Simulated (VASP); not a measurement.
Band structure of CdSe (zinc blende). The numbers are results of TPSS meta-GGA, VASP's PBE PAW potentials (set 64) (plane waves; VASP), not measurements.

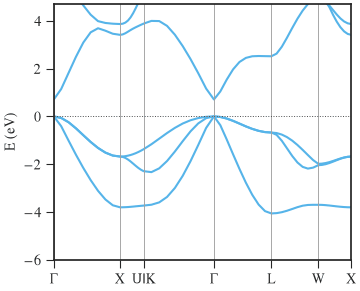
Figure: Bands along high-symmetry lines, zero at the valence-band maximum or, without a gap, the Fermi level

### Question
Read the plot: is there a gap, and where are the band edges?

### Answer
The gap is direct, 0.71 eV, from the valence maximum at Γ to the conduction minimum at Γ.

The compound is CdSe in the zinc blende structure, whereas wurtzite is the usual form. It was relaxed first, which changed the volume by +8 %.
